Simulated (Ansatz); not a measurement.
**NbTlSe3 (model cell, started as cubic perovskite with Nb in the octahedra): phonons and vibrational spectra**

Wanted: phonon frequencies of NbTlSe3 (model cell, started as cubic perovskite with Nb in the octahedra) and what follows from them.

Method: DFT PBEsol, scalar-relativistic, plane waves, PAW; PAW set soft_1, in Ansatz 0.2.0.

The structure was built from a prototype and need not be the compound's stable phase.

## (1) The structure

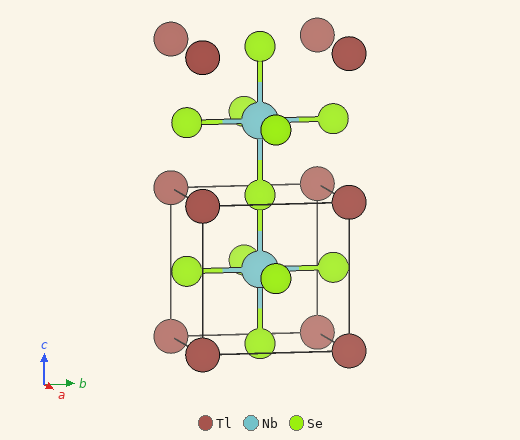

Start, viewed slightly off an axis; thallium brown, niobium teal, selenium green. 1×1×2 cells are drawn. Some periodic images of atoms are drawn too.

## (2) Bringing the structure to rest

Harmonic phonons are second derivatives at a point where the forces vanish, and they are wanted at zero stress, so atoms and cell are relaxed first.

The input, input.yaml:

```yaml
crystal:
  lattice:
    - [5.1352, 0.0, 0.0]
    - [0.0, 5.1352, 0.0]
    - [0.0, 0.0, 5.1352]
  atoms:
    - { symbol: Tl, position: [0.0, 0.0, 0.0] }
    - { symbol: Nb, position: [0.5, 0.5, 0.5] }
    - { symbol: Se, position: [0.5, 0.5, 0.0] }
    - { symbol: Se, position: [0.5, 0.0, 0.5] }
    - { symbol: Se, position: [0.0, 0.5, 0.5] }
kpoints:
  mp_grid: { grid: [8, 8, 8] }
hamiltonian:
  xc: pbesol
  pseudopotentials: { kind: paw, azcp: { folder: soft_1 }, xc_functional: pbe }
scf:
  occupations: { method: gaussian, width: 0.1 }
output:
  forces: true
  stress: true
  eigenvalues: true
  write_density: true
  write_potential: true
  elf: true
  volumetric_format: npy
relax:
  adjacent_minimum: "off"
  f_tol: 0.005
  max_steps: 80
  cell: { stress_tol: 0.05 }
```

The run is started by

```sh
$ ansatz run input.yaml --threads 4 --pin off --max-ram 16384MiB --backend cpu --events-out ev --progress --plain --runs-dir out
```

Numbers of over 12 decimals in the logs are rounded to 6 here.

What it wrote:

```text
Engine: ansatz 0.2.0, aarch64-unknown-linux-gnu
Pseudopotentials: kind: paw
Pseudopotential: Tl, paw, valence charge 13, recommended cutoff 420 eV (normal), soft_1/Tl.paw.azcp
Pseudopotential: Nb, paw, valence charge 13, recommended cutoff 420 eV (normal), soft_1/Nb.paw.azcp
Pseudopotential: Se, paw, valence charge 16, recommended cutoff 420 eV (normal), soft_1/Se.paw.azcp
Functional definition: PBEsol
  exchange = pbesol_x
  correlation = pbesol_c
Crystal: 5 atoms, lattice volume = 135.417 Å³
Basis set: ecut = 420 eV, 2601 PW (Γ), exchange–correlation on 72×72×72 points (8 copies of the dense FFT grid, shifted against one another)
Bands: 45, of which v1, the nominal top of the filled ones, is band 37 counted from 1 (36 counted from 0)
Symmetry: 48 space group operations
Space group: Pm-3m (ITA 221), of the structure as read, at distance tolerance 5.1e-5 Å
k-points: 35 of 512
Non-local potential: Tl, projectors of the file, l = 0: 2, l = 1: 2, l = 2: 2, l = 3: 1
Non-local potential: Nb, projectors of the file, l = 0: 3, l = 1: 2, l = 2: 2, l = 3: 1
Non-local potential: Se, projectors of the file, l = 0: 2, l = 1: 2, l = 2: 3, l = 3: 1
PAW form: soft (Blöchl's): semilocal exchange-correlation on the pseudo side does not see the compensation charge
PAW frozen core: Tl, regenerated for the run's functional, and the local potential with it (the file was generated under x = pbe(κ = 0.804, μ = 0.219515), c = pbe(β = 0.066725))
PAW frozen core: Nb, regenerated for the run's functional, and the local potential with it (the file was generated under x = pbe(κ = 0.804, μ = 0.219515), c = pbe(β = 0.066725))
PAW frozen core: Se, regenerated for the run's functional, and the local potential with it (the file was generated under x = pbe(κ = 0.804, μ = 0.219515), c = pbe(β = 0.066725))
PAW one-centre angular grid: Tl, 590 points (default); XC on 64 Gauss nodes
PAW one-centre angular grid: Nb, 590 points (default); XC on 64 Gauss nodes
PAW one-centre angular grid: Se, 590 points (default); XC on 64 Gauss nodes
Initial density: superposition of atomic densities (chi_scale 0.1, normalization cell, long waves kept (reshape's long-wave potential 0.01 eV rms))
Initial wavefunctions: pseudopotential atomic-orbital guess
Functional: x = pbesol(κ = 0.804, μ = 0.123457), c = pbesol(β = 0.046)
SCF iter   1: F=—  HF=-32068.719356 eV  |F-HF|=—  |Δ(HF+E_count)|=         —  Δρ=3.80e-2  dr2=2.12e0  ethr=3.10e-3  ⟨swp⟩=6.6  Hψ=5683  notcnv=0  defer=1
preconditioner: auto → LDOS  [metal: Δε(μ)=0.011 eV  Ē_g=9.811 eV  σ=0.100 eV  W_gap=0.06  n_scr=32 (ndim 8)  ℏωp=19.1 eV  f_vac=0.011  D(μ)=5.00/eV (n_scr^D=32)  β→1.0]
SCF iter   2: F=—  HF=-32068.116060 eV  |F-HF|=—  |Δ(HF+E_count)|=   6.03e-1  Δρ=2.13e-2  dr2=7.65e-1  ethr=2.87e-3  ⟨swp⟩=3.0  Hψ=2800  notcnv=0  defer=76
SCF iter   3: F=—  HF=-32067.848799 eV  |F-HF|=—  |Δ(HF+E_count)|=   2.67e-1  Δρ=4.84e-3  dr2=2.92e-2  ethr=1.03e-3  ⟨swp⟩=3.0  Hψ=2757  notcnv=0  defer=73
SCF iter   4: F=—  HF=-32067.838510 eV  |F-HF|=—  |Δ(HF+E_count)|=   1.03e-2  Δρ=1.21e-3  dr2=2.62e-3  ethr=3.94e-5  ⟨swp⟩=2.1  Hψ=2906  notcnv=0  defer=73
SCF iter   5: F=—  HF=-32067.838666 eV  |F-HF|=—  |Δ(HF+E_count)|=   1.56e-4  Δρ=3.73e-4  dr2=2.32e-4  ethr=3.54e-6  ⟨swp⟩=2.0  Hψ=2665  notcnv=0  defer=73
SCF iter   6: F=—  HF=-32067.838572 eV  |F-HF|=—  |Δ(HF+E_count)|=   9.38e-5  Δρ=8.89e-5  dr2=1.20e-5  ethr=3.14e-7  ⟨swp⟩=2.0  Hψ=2731  notcnv=0  defer=73
SCF iter   7: F=—  HF=-32067.838613 eV  |F-HF|=—  |Δ(HF+E_count)|=   4.15e-5  Δρ=1.65e-5  dr2=3.29e-7  ethr=1.62e-8  ⟨swp⟩=3.0  Hψ=2945  notcnv=0  defer=73
SCF iter   8: F=-32067.838613 eV  HF=-32067.838613 eV  |F-HF|=4.07e-9  |Δ(HF+E_count)|=   9.54e-8  Δρ=2.59e-6  dr2=9.08e-9  ethr=1.35e-10  ⟨swp⟩=13.7  Hψ=12271  notcnv=0
SCF 1 converged in 8 iterations: F = -32067.838613 eV  dr2 = 9.08e-9
  Residual-converged pass: ⟨swp⟩=1.0  Hψ=1715  notcnv=0  max |occ|·‖R‖ = 6.9e-9 eV (tolerance 1.0e-8 eV)  dr2=9.08e-9  dr2_onsite=5.83e-9  max |Δocc| = 2.1e-11
  greatest PAW one-centre occupation: 1.000 electrons in one spin orbital (limit 2), on the Se atom at site 4 (counted from 0), in its partial waves of l = 2
relax step   1: F+E_penalty+E_count = -32067.83861328 eV  Δ(F+E_penalty+E_count) = +0.000e0 eV  max|allowed force component| = 3.355e-29 eV/Å  Δτ_max = 0.0000 Å  P = -3.706 GPa  Ω = 135.417 Å³  (8 SCF iters, dr2 threshold 1.00e-7 eV, accepted)
Crystal: 5 atoms, lattice volume = 124.921 Å³
Basis set: ecut = 420 eV, 2469 PW (Γ), exchange–correlation on 72×72×72 points (8 copies of the dense FFT grid, shifted against one another)
Initial density: handed on by an earlier stage of this run
Initial wavefunctions: those handed on with the density
iter 1 solved again at ethr=2.19e-4 eV; its pass at ethr=3.10e-3 eV (dr2=1.62e-1 eV) is discarded
SCF iter   1: F=—  HF=-32067.938370 eV  |F-HF|=—  |Δ(HF+E_count)|=         —  Δρ=7.28e-3  dr2=1.62e-1  ethr=2.19e-4  ⟨swp⟩=1.1  Hψ=6972  notcnv=0
preconditioner: auto → LDOS  [metal: Δε(μ)=0.022 eV  Ē_g=9.611 eV  σ=0.100 eV  W_gap=0.12  n_scr=26 (ndim 8)  ℏωp=19.9 eV  f_vac=0.017  D(μ)=5.23/eV (n_scr^D=32)  β→1.0]
SCF iter   2: F=—  HF=-32067.917377 eV  |F-HF|=—  |Δ(HF+E_count)|=   2.10e-2  Δρ=1.52e-3  dr2=1.69e-3  ethr=2.19e-4  ⟨swp⟩=2.0  Hψ=1873  notcnv=0
SCF iter   3: F=—  HF=-32067.917232 eV  |F-HF|=—  |Δ(HF+E_count)|=   1.45e-4  Δρ=4.50e-4  dr2=3.36e-4  ethr=2.29e-6  ⟨swp⟩=2.0  Hψ=2163  notcnv=0
SCF iter   4: F=—  HF=-32067.917175 eV  |F-HF|=—  |Δ(HF+E_count)|=   5.72e-5  Δρ=2.10e-4  dr2=9.18e-5  ethr=4.55e-7  ⟨swp⟩=2.0  Hψ=2009  notcnv=0
SCF iter   5: F=—  HF=-32067.917154 eV  |F-HF|=—  |Δ(HF+E_count)|=   2.08e-5  Δρ=2.89e-5  dr2=1.81e-6  ethr=1.24e-7  ⟨swp⟩=2.0  Hψ=1976  notcnv=0
SCF iter   6: F=-32067.917155 eV  HF=-32067.917155 eV  |F-HF|=6.02e-9  |Δ(HF+E_count)|=   1.20e-7  Δρ=4.72e-6  dr2=1.80e-8  ethr=6.76e-10  ⟨swp⟩=10.0  Hψ=12301  notcnv=0
SCF 2 converged in 6 iterations: F = -32067.917155 eV  dr2 = 1.80e-8
  Residual-converged pass: ⟨swp⟩=1.0  Hψ=1715  notcnv=0  max |occ|·‖R‖ = 7.1e-9 eV (tolerance 1.0e-8 eV)  dr2=1.80e-8  dr2_onsite=2.31e-9  max |Δocc| = 5.8e-11
  greatest PAW one-centre occupation: 1.000 electrons in one spin orbital (limit 2), on the Se atom at site 3 (counted from 0), in its partial waves of l = 2
relax step   2: F+E_penalty+E_count = -32067.91715456 eV  Δ(F+E_penalty+E_count) = -7.854e-2 eV  max|allowed force component| = 4.838e-30 eV/Å  Δτ_max = 0.0000 Å  P = +1.744 GPa  Ω = 124.921 Å³  energy of the carried Pulay correction = +7.409e-4 eV  (6 SCF iters, dr2 threshold 5.00e-7 eV, accepted)
Crystal: 5 atoms, lattice volume = 128.099 Å³
Basis set: ecut = 420 eV, 2517 PW (Γ), exchange–correlation on 72×72×72 points (8 copies of the dense FFT grid, shifted against one another)
iter 1 solved again at ethr=2.78e-5 eV; its pass at ethr=3.10e-3 eV (dr2=2.05e-2 eV) is discarded
SCF iter   1: F=—  HF=-32067.934635 eV  |F-HF|=—  |Δ(HF+E_count)|=         —  Δρ=2.52e-3  dr2=2.06e-2  ethr=2.78e-5  ⟨swp⟩=1.1  Hψ=6985  notcnv=0
preconditioner: auto → LDOS  [metal: Δε(μ)=0.001 eV  Ē_g=9.531 eV  σ=0.100 eV  W_gap=0.00  n_scr=26 (ndim 8)  ℏωp=19.7 eV  f_vac=0.024  D(μ)=4.57/eV (n_scr^D=32)  β→1.0]
SCF iter   2: F=—  HF=-32067.932104 eV  |F-HF|=—  |Δ(HF+E_count)|=   2.53e-3  Δρ=6.15e-4  dr2=6.74e-4  ethr=2.78e-5  ⟨swp⟩=1.4  Hψ=1606  notcnv=0
SCF iter   3: F=—  HF=-32067.932032 eV  |F-HF|=—  |Δ(HF+E_count)|=   7.19e-5  Δρ=1.18e-4  dr2=2.53e-5  ethr=9.10e-7  ⟨swp⟩=2.0  Hψ=1994  notcnv=0
SCF iter   4: F=—  HF=-32067.932048 eV  |F-HF|=—  |Δ(HF+E_count)|=   1.67e-5  Δρ=5.39e-5  dr2=4.79e-6  ethr=3.42e-8  ⟨swp⟩=2.1  Hψ=2109  notcnv=0
SCF iter   5: F=-32067.932047 eV  HF=-32067.932047 eV  |F-HF|=1.43e-8  |Δ(HF+E_count)|=   1.72e-6  Δρ=7.18e-6  dr2=6.94e-8  ethr=6.76e-10  ⟨swp⟩=7.7  Hψ=11367  notcnv=0
SCF 3 converged in 5 iterations: F = -32067.932047 eV  dr2 = 6.94e-8
relax step   3: F+E_penalty+E_count = -32067.93204667 eV  Δ(F+E_penalty+E_count) = -1.489e-2 eV  max|allowed force component| = 5.343e-29 eV/Å  Δτ_max = 0.0000 Å  P = -0.175 GPa  Ω = 128.099 Å³  energy of the carried Pulay correction = +5.103e-4 eV  (5 SCF iters, dr2 threshold 5.00e-7 eV, accepted)
[...]
relax step   4: F+E_penalty+E_count = -32067.93223702 eV  Δ(F+E_penalty+E_count) = -1.904e-4 eV  max|allowed force component| = 1.529e-29 eV/Å  Δτ_max = 0.0000 Å  P = -0.008 GPa  Ω = 127.802 Å³  energy of the carried Pulay correction = +5.316e-4 eV  (4 SCF iters, dr2 threshold 7.65e-8 eV, accepted)
Initial wavefunctions: pseudopotential atomic-orbital guess (no wavefunctions were taken with the density)
iter 1 solved again at ethr=1.66e-7 eV; its pass at ethr=3.10e-3 eV (dr2=1.23e-4 eV) is discarded
SCF iter   1: F=—  HF=-32067.931677 eV  |F-HF|=—  |Δ(HF+E_count)|=         —  Δρ=3.72e-5  dr2=3.15e-7  ethr=1.66e-7  ⟨swp⟩=3.0  Hψ=9461  notcnv=0
preconditioner: auto → LDOS  [metal: Δε(μ)=0.030 eV  Ē_g=9.530 eV  σ=0.100 eV  W_gap=0.17  n_scr=26 (ndim 8)  ℏωp=19.7 eV  f_vac=0.021  D(μ)=4.85/eV (n_scr^D=32)  β→1.0]
SCF iter   2: F=—  HF=-32067.931693 eV  |F-HF|=—  |Δ(HF+E_count)|=   1.58e-5  Δρ=5.98e-6  dr2=6.98e-8  ethr=4.25e-10  ⟨swp⟩=2.1  Hψ=2886  notcnv=0
SCF iter   3: F=—  HF=-32067.931693 eV  |F-HF|=—  |Δ(HF+E_count)|=   9.57e-8  Δρ=2.25e-6  dr2=7.03e-9  ethr=9.44e-11  ⟨swp⟩=2.1  Hψ=2848  notcnv=0
SCF iter   4: F=—  HF=-32067.931693 eV  |F-HF|=—  |Δ(HF+E_count)|=   7.43e-9  Δρ=4.42e-7  dr2=1.81e-10  ethr=9.49e-12  ⟨swp⟩=2.0  Hψ=2842  notcnv=0
SCF iter   5: F=-32067.931693 eV  HF=-32067.931693 eV  |F-HF|=1.46e-11  |Δ(HF+E_count)|=  2.18e-10  Δρ=9.16e-8  dr2=1.09e-11  ethr=1.00e-12  ⟨swp⟩=6.4  Hψ=7944  notcnv=0
SCF 5 converged in 5 iterations: F = -32067.931693 eV  dr2 = 1.09e-11
relax step   5: F+E_penalty+E_count = -32067.93169321 eV  Δ(F+E_penalty+E_count) = +5.438e-4 eV  max|allowed force component| = 8.625e-30 eV/Å  Δτ_max = 0.0000 Å  P = -0.007 GPa  Ω = 127.802 Å³  stress off target by 7.17e-3 GPa  SCF on the basis re-selected at this cell (its energy is not comparable with the rows above)  (5 SCF iters)
basis re-selected at this cell: Δ(F+E_penalty+E_count) = +5.438e-4 eV, ΔP = +0.000 GPa vs the last step (what re-selecting the basis moved, of the pressure what is left beyond the Pulay correction that the steps carried, after the strain that the cell walked since its last selection, with what the two solves' SCF thresholds leave and, on support functions, any second-order correction that the steps lacked; it is no m [...]
SCF converged after 5 iterations
Free energy (F): -32067.931693 eV
Harris-Foulkes:  -32067.931693 eV  (|F-HF|=1.46e-11)
Internal energy: -32067.907448 eV  (E = F + TS)
E sigma→0 (E₀):  -32067.919571 eV
Entropy (-TS):   -0.024245 eV (-4.849 meV/atom)
Fermi energy:    8.912812 eV
--- Per-component energies (eV) ---
  E_band       = -1309.961880
  E_kinetic    = 969.822656
  E_local      = -10103.447115  (includes V_loc(G=0)·N_el)
  E_nonlocal   = -645.315024
  E_hartree    = 4994.080522
  E_xc         = -602.639742
  E_vxc        = -593.931027  (∫ρ·V_xc dr)
  E_paw        = -19321.633866  (= ΣΔE_a)
  E_vpaw       = -925.251303  (= ΣTr[D̂ρ^β])
  E_aug_tail   = -0.001122  (compensation charges beyond the density's cutoff)
  E_ewald      = -7362.026155
  E_core_change = 3.252398  (= ΣΔE_core)
  E_smearing   = -0.024245  (= −TS)
  E_closure    = -0.000000  (closes the sum)
  Σ components = -32067.931693   (vs F -32067.931693, Δ=0.00e0)
--- Forces (eV/Å), atoms counted from 1 ---
  atom   1  Tl    -0.00000000    -0.00000000     0.00000000
  atom   2  Nb     0.00000000     0.00000000     0.00000000
  atom   3  Se    -0.00000000    -0.00000000     0.00000000
  atom   4  Se    -0.00000000    -0.00000000     0.00000000
  atom   5  Se     0.00000000     0.00000000     0.00000000
  max |Σ_I F_I| component: 9.47e-30 eV/Å
--- Stress (GPa, compression-positive) ---
       -0.007174       0.000000      -0.000000
        0.000000      -0.007174       0.000000
       -0.000000       0.000000      -0.007174
  P = ⅓ Tr σ = -0.0072 GPa (-0.072 kbar)
--- Band table (eV; the first three rows and the last of 35) ---
  k-point 0: bands = [... 33 lower, 7.6821, 8.0756, 8.0756, 8.0756, 8.2802, 8.2802, 8.2802, 10.0489, ... 4 higher]
  k-point 1: bands = [... 33 lower, 7.6149, 7.7764, 8.0792, 8.0915, 8.0915, 8.8544, 8.8544, 10.0519, ... 4 higher]
  k-point 2: bands = [... 33 lower, 7.4637, 7.5401, 8.0881, 8.1535, 8.1535, 9.6222, 9.6222, 10.0579, ... 4 higher]
  k-point 34: bands = [... 33 lower, 4.3525, 9.1576, 9.1576, 9.1576, 10.2743, 10.2743, 10.2743, 14.6875, ... 4 higher]
--- Relaxed structure (4 steps of the walk, 4 accepted, 1 SCFs on fresh bases) ---
  F+E_penalty+E_count = -32067.93169321 eV   max|allowed force component| = 8.625e-30 eV/Å   (the final SCF, on the basis selected at the relaxed cell)
  cell:  # Å, volume = 127.8024 Å³
    - [5.037089, 0, 0]
    - [0, 5.037089, 0.0]
    - [0, 0.0, 5.037089]
  atoms:
    - { symbol: Tl, position: [0, 0, 0] }
    - { symbol: Nb, position: [0.5, 0.5, 0.5] }
    - { symbol: Se, position: [0.5, 0.5, 0] }
    - { symbol: Se, position: [0.5, 0, 0.5] }
    - { symbol: Se, position: [0, 0.5, 0.5] }
```

The job ended after 19 s (4 threads of Arm Neoverse V1, shared host; peak memory 0.6 GiB).

Step by step:

```tsv
step	energy less that of the first step (eV)	largest force component (eV/Å)	pressure (GPa)	volume (Å³)
1	0.0000	0.0000	-3.71	135.42
2	-0.0785	0.0000	1.74	124.92
3	-0.0934	0.0000	-0.17	128.10
4	-0.0936	0.0000	-0.01	127.80
5*	-0.0931	0.0000	-0.01	127.80
```

Relaxation steps marked * repeat the geometry before them on a plane-wave basis chosen anew for their cell, so energy and pressure can jump there.

Forces are held to the 48 operations that the run works with; a distortion that breaks them can't arise in this run.

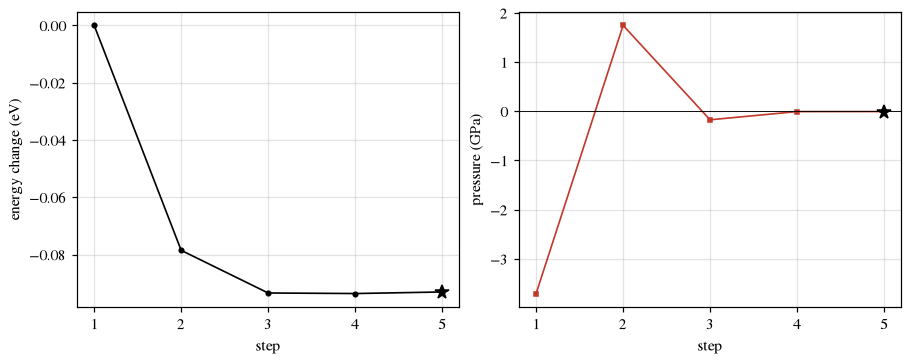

Energy and pressure along the relaxation. Stars mark steps on a basis chosen anew.

```tsv
conventional cell, symmetrised	before	after	change
a (Å)	5.135	5.037	-1.9 %
b (Å)	5.135	5.037	-1.9 %
c (Å)	5.135	5.037	-1.9 %
volume (Å³/atom)	27.08	25.56	-5.6 %
```

Final coordinates:

```cif
data_structure
_symmetry_space_group_name_H-M 'P 1'
_symmetry_Int_Tables_number 1
_cell_length_a 5.0371
_cell_length_b 5.0371
_cell_length_c 5.0371
_cell_angle_alpha 90.000
_cell_angle_beta 90.000
_cell_angle_gamma 90.000
_cell_volume 127.80
loop_
_atom_site_label
_atom_site_type_symbol
_atom_site_fract_x
_atom_site_fract_y
_atom_site_fract_z
_atom_site_occupancy
Tl1 Tl 0.00000 0.00000 0.00000 1
Nb2 Nb 0.50000 0.50000 0.50000 1
Se3 Se 0.50000 0.50000 0.00000 1
Se4 Se 0.50000 0.00000 0.50000 1
Se5 Se 0.00000 0.50000 0.50000 1
```

Numbers from this step:

```
pressure          : -0.007174 GPa
volume per atom   : 25.56 Å³
gap on the k-mesh : 0 eV
```

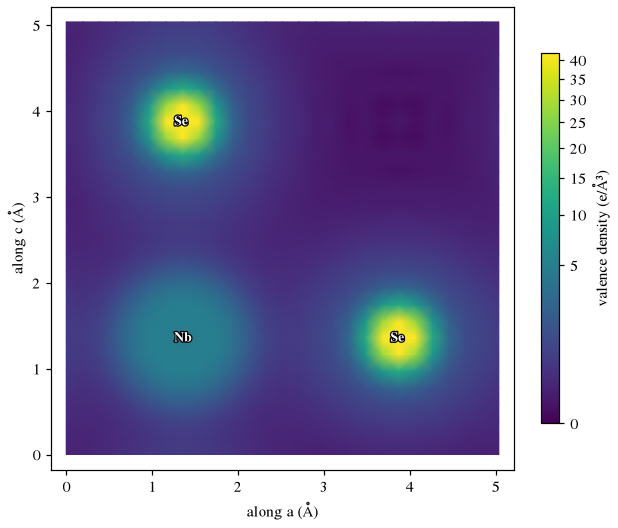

Valence density in the ac plane at fractional y = 0.500, with atoms of Nb and Se within 0.2 Å of it. It is the smooth field of the valence electrons, not physical close to the nuclei. The map starts off the cell's origin, so that atoms lie inside it. The colour scale is stretched toward low values.

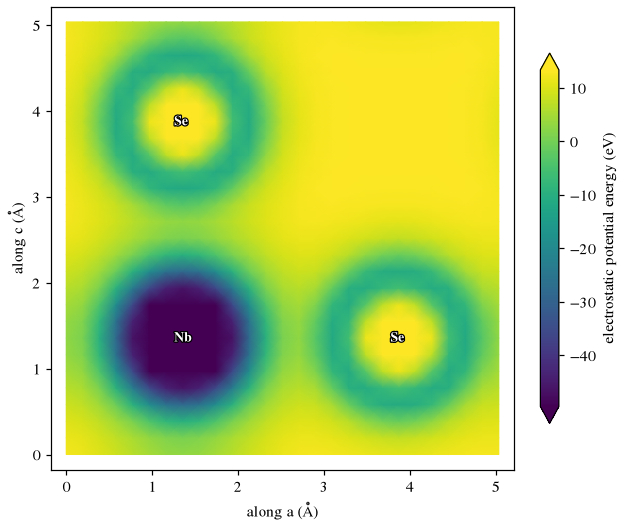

Electrostatic potential energy in the ac plane at fractional y = 0.500, with atoms of Nb and Se within 0.2 Å of it. With pseudopotentials it is smooth inside the atoms' cores, unlike the true potential. The map starts off the cell's origin, so that atoms lie inside it.

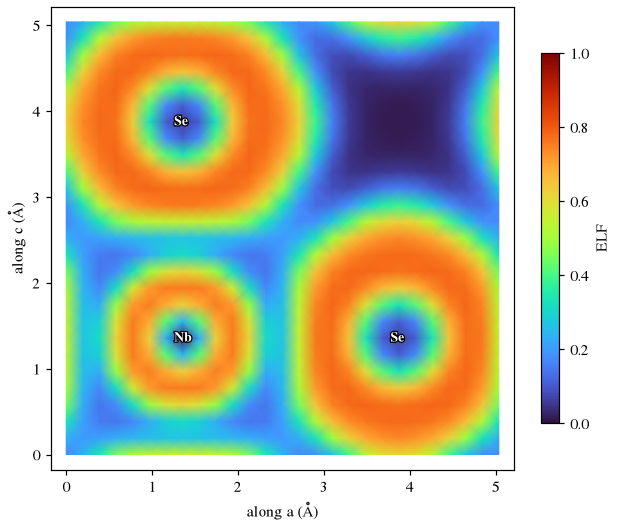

ELF in the ac plane at fractional y = 0.500, with atoms of Nb and Se within 0.2 Å of it. It is the smooth field of the valence electrons, not physical close to the nuclei. The map starts off the cell's origin, so that atoms lie inside it.

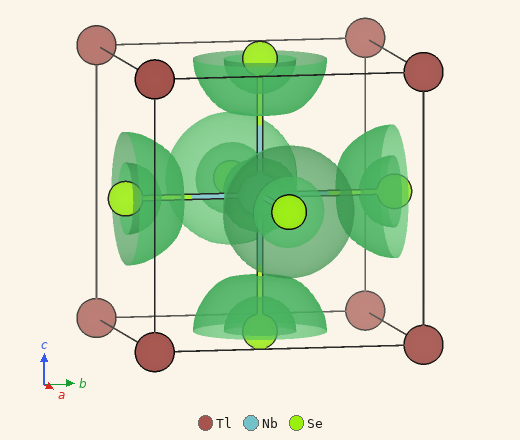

Surface of ELF = 0.71.

In this step the volume went from 27.08 to 25.56 Å³/atom.

(Part 1 of 2 ends here.)

[Logs are printed without paths, hosts, clocks, repeated set-up lines and the standing remarks that a program may print on its own settings, such as how far it seeks lower states.]

[Hosts, paths, dates, database ids (printed as entryN), source tags and the programs' standing remarks are cut or masked in the printed files.]
